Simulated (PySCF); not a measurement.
# GeH7NSSi: electronic excitations and core binding energies

Wanted: the electronic excitations and core binding energies of GeH7NSSi (`[NH2][GeH2][S][SiH3]`), by calculation.

Computed with PySCF 2.14.0, with density-fitted response routines of our own, on a single molecule in the gas phase. Atoms are numbered from 0 throughout.

### 1 The starting structure

11 atoms, charge 0, multiplicity 1; geometry from: GFN2-xTB.

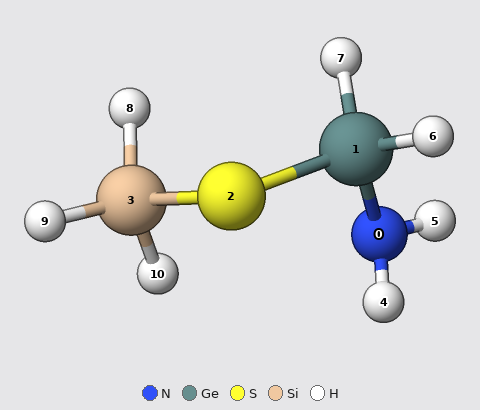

As it starts; nitrogen blue, germanium teal, sulfur yellow, silicon light orange, hydrogen white, atoms numbered.

### 2 Excited states and response: PBE0/def2-SVPD

Job settings and geometry (Å):

```
{"job": {"kind": "uv", "xc": "PBE0", "basis": "def2-SVPD", "nstates": 8, "ntriplets": 3}, "charge": 0, "multiplicity": 1}
N     -1.527481     0.733194    -0.693916
Ge    -1.133497    -0.583069     0.500045
S      0.769397    -0.060490     1.469953
Si     2.044421     0.046249    -0.258355
H     -1.511632     1.678549    -0.334800
H     -2.378327     0.611968    -1.224402
H     -2.139190    -0.787784     1.618340
H     -1.049368    -1.838476    -0.335610
H      1.948468    -1.215865    -0.986162
H      3.349150     0.248130     0.350720
H      1.633482     1.170265    -1.091855
```

With the program's defaults for keys left out, this is: TDDFT PBE0/def2-SVPD, vertical, gas phase, core orbitals frozen in the response.

Launch:

```
$ OMP_NUM_THREADS=1 python probes_run.py task.json out
```

This one command runs all jobs of the session in turn.

What it wrote:

```text
coarse grid: 42568 points
cycle   1  E = -2822.5447917391  dE = -4.774e-01  |g| = 5.566e-01  |ddm| = 3.781e+00
cycle   2  E = -2822.4965451667  dE =  4.825e-02  |g| = 7.410e-01  |ddm| = 1.741e+00
cycle   3  E = -2822.6001717415  dE = -1.036e-01  |g| = 6.785e-02  |ddm| = 9.319e-01
cycle   4  E = -2822.6011401829  dE = -9.684e-04  |g| = 2.619e-02  |ddm| = 1.198e-01
cycle   5  E = -2822.6012811395  dE = -1.410e-04  |g| = 4.561e-03  |ddm| = 3.663e-02
cycle   6  E = -2822.6012877735  dE = -6.634e-06  |g| = 1.277e-03  |ddm| = 1.079e-02
final grid: 85312 points
cycle   7  E = -2822.6012838676  dE =  1.846e-07  |g| = 1.571e-03  |ddm| = 6.600e-03
cycle   8  E = -2822.6012832802  dE =  5.874e-07  |g| = 2.141e-03  |ddm| = 5.932e-03
cycle   9  E = -2822.6012847034  dE = -1.423e-06  |g| = 2.030e-04  |ddm| = 3.284e-03
cycle  10  E = -2822.6012847124  dE = -9.059e-09  |g| = 3.493e-05  |ddm| = 2.811e-04
cycle  11  E = -2822.6012847127  dE = -2.469e-10  |g| = 4.585e-06  |ddm| = 4.138e-05
converged SCF energy = -2822.6012847127

Static polarisability (au): isotropic 87.124, principal 74.898 83.723 102.751

Singlet excitations
state   eV       nm        f      main configurations
  1   5.9093    209.8   0.01976   H->L 0.96
  2   6.1429    201.8   0.00669   H->L+1 0.60, H->L+2 0.35
  3   6.2303    199.0   0.00357   H-1->L+1 0.63, H-1->L 0.32
  4   6.3793    194.4   0.00783   H-1->L 0.48, H->L+2 0.17, H-1->L+1 0.14
  5   6.4722    191.6   0.03760   H->L+2 0.41, H->L+1 0.26, H-1->L 0.11
  6   6.7850    182.7   0.01539   H-1->L+2 0.73, H-1->L+1 0.13
  7   6.9122    179.4   0.01111   H->L+4 0.90
  8   6.9725    177.8   0.00913   H->L+3 0.91

Triplet excitations (Tamm-Dancoff, eV): 5.5031 5.8112 5.9002
```

Wall time 42 s (1 thread of Arm Neoverse N1, shared host); peak memory 0.64 GiB.

The orbitals next to the gap, with their largest atomic shares:

```csv
orbital,eV,atoms
HOMO−3,-9.34,"S2 27 %, Si3 21 %, Ge1 17 %"
HOMO−2,-8.70,"S2 60 %, Si3 12 %, Ge1 11 %"
HOMO−1,-7.56,"N0 62 %, Ge1 13 %, H6 8 %"
HOMO,-7.31,"S2 71 %, Si3 10 %, Ge1 8 %"
LUMO,-0.10,"S2 24 %, Si3 23 %, Ge1 17 %"
LUMO+1,0.08,"Ge1 31 %, S2 14 %, Si3 13 %"
LUMO+2,0.35,"S2 34 %, Si3 18 %, Ge1 12 %"
```

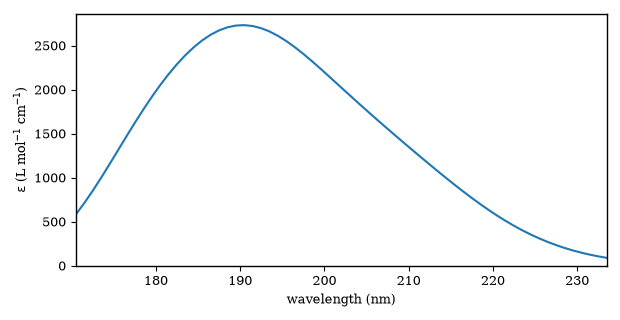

Absorption spectrum: each of the 8 states is a Gaussian band of 0.4 eV half-width at 1/e. Beyond the last state computed it falls off for lack of states.

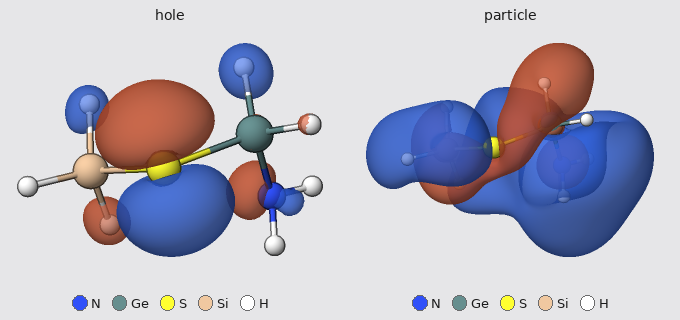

Leading natural transition orbitals of singlet state 5: the electron leaves the hole (left) for the particle orbital (right).

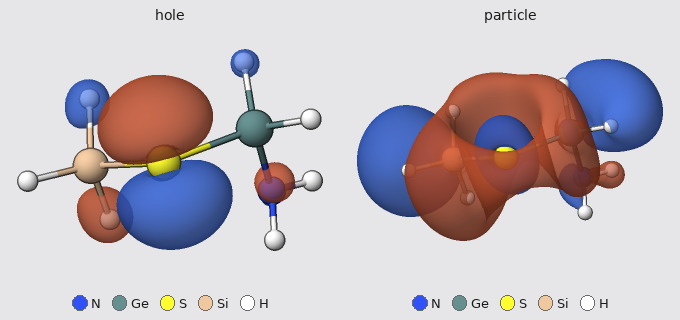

Leading natural transition orbitals of singlet state 1: the electron leaves the hole (left) for the particle orbital (right).

Further results of this job:

```csv
property,computed
dipole moment (D),1.71
polarisability (Å³),12.91
HOMO–LUMO gap (eV),7.21
−ε(HOMO) (eV),7.31
```

The fields below are evaluated on a grid from the run's orbitals.

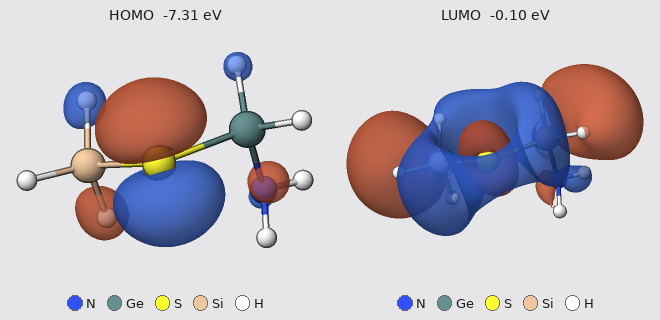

Frontier orbitals at PBE0/def2-SVPD; each surface holds 70 % of the orbital's density, blue and red mark the sign.

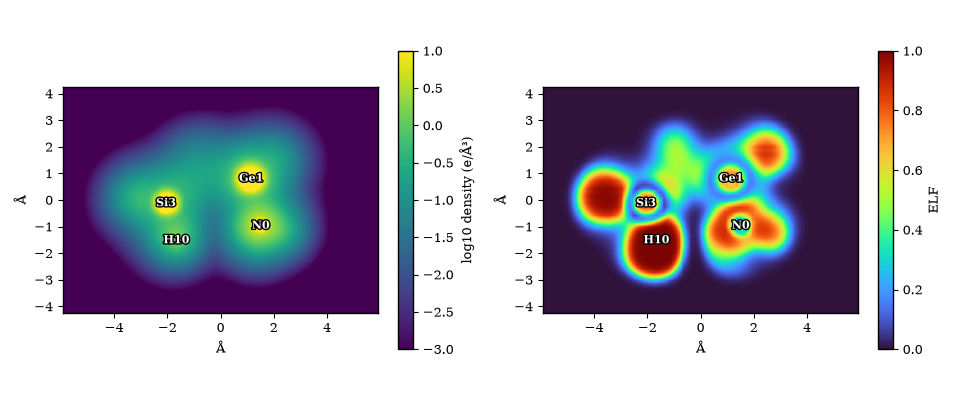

Density (left) and ELF (right) in a plane through or near 4 of the atoms.

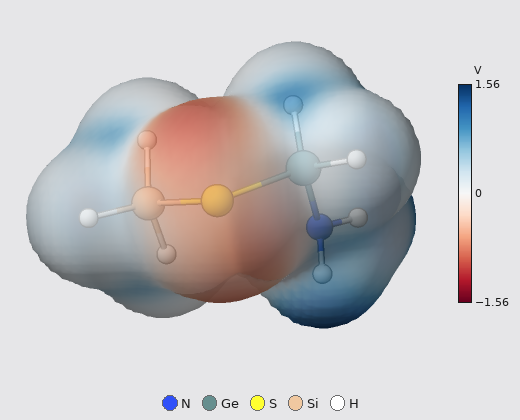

Electrostatic potential on the surface of density 0.002 e/bohr³; red is low, blue high. It runs from -1.04 V near N0 to 1.56 V near H5.

### 3 Core holes by ΔSCF: SCAN, X2C

Settings changed since step 2:

```diff
@@ -1,2 +1,2 @@
-{"job": {"kind": "uv", "xc": "PBE0", "basis": "def2-SVPD", "nstates": 8, "ntriplets": 3}, "charge": 0, "multiplicity": 1}
+{"job": {"kind": "xps"}, "charge": 0, "multiplicity": 1}
 N     -1.527481     0.733194    -0.693916
```

Level: delta-SCF UKS SCAN, pcX-2 on the ionised atom, pcseg-1 elsewhere, spin-free X2C.

What it wrote:

```text
ground state, core basis on atom 0 (N), 143 functions
  cycle   1  E = -2842.11753333  |g| = 5.38e-01
  cycle   2  E = -2841.98320011  |g| = 9.18e-01
  cycle   3  E = -2842.18390580  |g| = 8.95e-02
  cycle   4  E = -2842.18543645  |g| = 4.55e-02
  cycle   5  E = -2842.18604391  |g| = 1.15e-02
  cycle   6  E = -2842.18607400  |g| = 3.18e-03
  cycle   7  E = -2842.18608391  |g| = 1.24e-03
  cycle   8  E = -2842.18608697  |g| = 2.53e-04
  E(ground) = -2842.36401526 Eh
hole in N 1s of atom 0
  cycle   1  E = -2826.61110567  |g| = 1.86e+00
  cycle   2  E = -2825.32743408  |g| = 2.29e+00
  cycle   3  E = -2827.11628779  |g| = 5.76e-01
  cycle   4  E = -2827.16417143  |g| = 4.66e-01
  cycle   5  E = -2827.31642004  |g| = 9.07e-02
  cycle   6  E = -2827.32049484  |g| = 2.40e-02
  cycle   7  E = -2827.32086873  |g| = 9.07e-03
  cycle   8  E = -2827.32092060  |g| = 2.25e-03
  cycle   9  E = -2827.32092448  |g| = 1.01e-03
  cycle  10  E = -2827.32092660  |g| = 3.17e-04
  E(ion) = -2827.49857946 Eh   <S^2> = 0.7657   hole on atom = 1.000   binding energy = 404.509 eV
ground state, core basis on atom 2 (S), 154 functions
  cycle   1  E = -2842.31546818  |g| = 4.05e-01
  cycle   2  E = -2842.31516330  |g| = 4.88e-02
  cycle   3  E = -2842.31391510  |g| = 8.15e-02
  cycle   4  E = -2842.31590226  |g| = 6.47e-03
  cycle   5  E = -2842.31590701  |g| = 4.34e-03
  cycle   6  E = -2842.31590569  |g| = 4.04e-04
  E(ground) = -2842.48174125 Eh
hole in S 1s of atom 2
  cycle   1  E = -2750.09182700  |g| = 5.08e+00
  cycle   2  E = -2749.58736856  |g| = 2.46e+00
  cycle   3  E = -2748.55010153  |g| = 2.06e+00
  cycle   4  E = -2751.30026813  |g| = 2.17e-01
  cycle   5  E = -2751.30912970  |g| = 1.72e-01
  cycle   6  E = -2751.32535042  |g| = 3.67e-02
  cycle   7  E = -2751.32592938  |g| = 1.35e-02
  cycle   8  E = -2751.32601065  |g| = 5.60e-03
  cycle   9  E = -2751.32602408  |g| = 1.19e-03
  cycle  10  E = -2751.32602389  |g| = 2.22e-04
  E(ion) = -2751.48252798 Eh   <S^2> = 0.7512   hole on atom = 1.000   binding energy = 2476.215 eV
hole in S 2p of atom 2
  cycle   1  E = -2835.64958000  |g| = 1.53e+00
  cycle   2  E = -2835.41337573  |g| = 1.37e+00
  cycle   3  E = -2836.01687452  |g| = 3.96e-01
  cycle   4  E = -2836.08898716  |g| = 1.97e-01
  cycle   5  E = -2836.10371219  |g| = 8.18e-02
  cycle   6  E = -2836.10730520  |g| = 1.24e-02
  cycle   7  E = -2836.10738139  |g| = 5.43e-03
  cycle   8  E = -2836.10739604  |g| = 1.15e-03
  cycle   9  E = -2836.10739769  |g| = 4.43e-04
  E(ion) = -2836.27962836 Eh   <S^2> = 0.7533   hole on atom = 1.001   binding energy = 168.768 eV
  2p3/2 = 168.478 eV   2p1/2 = 169.714 eV
ground state, core basis on atom 3 (Si), 154 functions
  cycle   1  E = -2842.26379342  |g| = 2.87e-01
  cycle   2  E = -2842.26363096  |g| = 4.61e-02
  cycle   3  E = -2842.26304850  |g| = 5.66e-02
  cycle   4  E = -2842.26405074  |g| = 1.17e-02
  cycle   5  E = -2842.26408572  |g| = 2.34e-03
  cycle   6  E = -2842.26408727  |g| = 3.10e-04
  E(ground) = -2842.40230651 Eh
hole in Si 1s of atom 3
  cycle   1  E = -2773.32388633  |g| = 4.35e+00
  cycle   2  E = -2771.75745546  |g| = 2.54e+00
  cycle   3  E = -2769.04085548  |g| = 2.35e+00
  cycle   4  E = -2774.30579593  |g| = 3.66e-01
  cycle   5  E = -2774.33259503  |g| = 2.84e-01
  cycle   6  E = -2774.38203038  |g| = 7.57e-02
  cycle   7  E = -2774.38571670  |g| = 2.80e-02
  cycle   8  E = -2774.38614397  |g| = 1.40e-02
  cycle   9  E = -2774.38624585  |g| = 4.42e-03
  cycle  10  E = -2774.38625628  |g| = 1.07e-03
  cycle  11  E = -2774.38625862  |g| = 2.62e-04
  E(ion) = -2774.53361809 Eh   <S^2> = 0.7527   hole on atom = 1.000   binding energy = 1846.801 eV
hole in Si 2p of atom 3
  cycle   1  E = -2837.98062284  |g| = 1.23e+00
  cycle   2  E = -2836.33759618  |g| = 1.68e+00
  cycle   3  E = -2837.90516413  |g| = 8.26e-01
  cycle   4  E = -2838.28934018  |g| = 1.53e-01
  cycle   5  E = -2838.29661546  |g| = 1.41e-01
  cycle   6  E = -2838.30789480  |g| = 4.45e-02
  cycle   7  E = -2838.30924468  |g| = 7.79e-03
  cycle   8  E = -2838.30928178  |g| = 2.77e-03
  cycle   9  E = -2838.30928748  |g| = 8.04e-04
  cycle  10  E = -2838.30928761  |g| = 3.15e-04
  E(ion) = -2838.46046772 Eh   <S^2> = 0.7527   hole on atom = 1.002   binding energy = 107.263 eV
  2p3/2 = 107.018 eV   2p1/2 = 107.642 eV
```

It took 64 s on 1 thread of Arm Neoverse N1, shared host; peak memory 0.51 GiB.

Binding energies by hole, beside the orbital energy of the ground state; the difference holds orbital relaxation and, for a density functional, its self-interaction error:

```csv
hole,stands for,environment,ΔSCF (eV; 2p as the shell's mean),−ε (eV),⟨S²⟩
N1s on N0,N0,"nitrogen bonded to Ge, 2 H",404.51,385.7,0.766
S1s on S2,S2,"sulfur bonded to Ge, Si",2476.21,2414.6,0.751
S2p on S2,S2,"sulfur bonded to Ge, Si",168.89,157.7,0.753
Si1s on Si3,Si3,"silicon bonded to S, 3 H",1846.80,1793.8,0.753
Si2p on Si3,Si3,"silicon bonded to S, 3 H",107.23,96.6,0.753
```

With the spin-orbit splitting: S2 2p3/2 168.48, 2p1/2 169.71 eV; Si3 2p3/2 107.02, 2p1/2 107.64 eV. The table gives each 2p level as the mean over the whole 2p shell (two parts 2p3/2, one part 2p1/2), which differs a little from the single hole in the log.

### 4 Summary of results

```
                                quantity                        value
         lowest singlet (PBE0/def2-SVPD)  5.91 eV (210 nm), f = 0.020
brightest single state of those computed  state 5, 6.47 eV, f = 0.038
                          lowest triplet                      5.50 eV
   surface potential, least and greatest           -1.04 V and 1.56 V
        N1s binding energies, SCAN/pcX-2                 N0 404.51 eV
        S1s binding energies, SCAN/pcX-2                S2 2476.21 eV
        S2p binding energies, SCAN/pcX-2                 S2 168.89 eV
       Si1s binding energies, SCAN/pcX-2               Si3 1846.80 eV
       Si2p binding energies, SCAN/pcX-2                Si3 107.23 eV
```

**Reading.** The first singlet state (HOMO→LUMO 0.96) lies at 5.91 eV and is weak; of the 8 states computed, the strongest absorption comes from state 5 at 6.47 eV. The lowest triplet lies 0.41 eV below the lowest singlet (triplets in Tamm-Dancoff, singlets in full TDDFT).
